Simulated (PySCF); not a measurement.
Consider C$_{2}$H$_{8}$B$_{3}$N$_{3}$ (SMILES C=CB1NBNBN1).

```yaml
atoms:
  - { symbol: N, position_ang: [-0.3364, -0.1170, -1.0673] }
  - { symbol: B, position_ang: [0.0326, -1.4219, -1.5010] }
  - { symbol: N, position_ang: [0.6633, -2.2804, -0.5506] }
  - { symbol: B, position_ang: [0.9244, -1.8724, 0.7907] }
  - { symbol: N, position_ang: [0.5318, -0.5539, 1.1641] }
  - { symbol: B, position_ang: [-0.1042, 0.3609, 0.2632] }
  - { symbol: C, position_ang: [-0.5119, 1.7993, 0.7370] }
  - { symbol: C, position_ang: [-1.0736, 2.7376, -0.0352] }
  - { symbol: H, position_ang: [-0.7864, 0.4962, -1.7339] }
  - { symbol: H, position_ang: [-0.1811, -1.7900, -2.6338] }
  - { symbol: H, position_ang: [0.9325, -3.2113, -0.8388] }
  - { symbol: H, position_ang: [1.4591, -2.6157, 1.5818] }
  - { symbol: H, position_ang: [0.7115, -0.2504, 2.1125] }
  - { symbol: H, position_ang: [-0.3233, 2.0706, 1.7853] }
  - { symbol: H, position_ang: [-1.3399, 3.7311, 0.3409] }
  - { symbol: H, position_ang: [-1.2979, 2.5619, -1.0945] }
```

Geometry: PBE0-D3(BJ)/def2-SVP.

These are results of PBE0/pcSseg-1, SCF density, gas phase, non-relativistic (PySCF 2.14.0), not measurements.

**What will maps of the electron density and electron localisation function show?**

C–C (1.34 Å): ρ at the midpoint is about 2.3 e/Å³; the ELF peaks at about 0.95 between the atoms (a short, multiple covalent bond).
B–N (1.42 Å): ρ at the midpoint is about 1.9 e/Å³; the ELF peaks at about 0.95 between the atoms; a short, strongly polar bond.
C–B (1.57 Å): the density is about 1.4 e/Å³ at the midpoint; the ELF peaks at about 1 between the atoms: a covalent bond.
N–H (1.01 Å): the density is about 2.8 e/Å³ at the midpoint; the ELF climbs to about 1 towards the hydrogen, as it does in any bond to H (a covalent bond by its length).

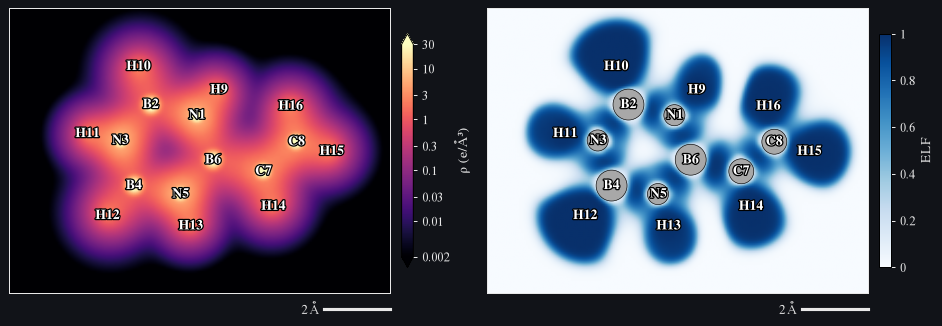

Computed electron density and electron localisation function on the molecular plane, in this order. Grey discs cover the atomic cores in the ELF map. 
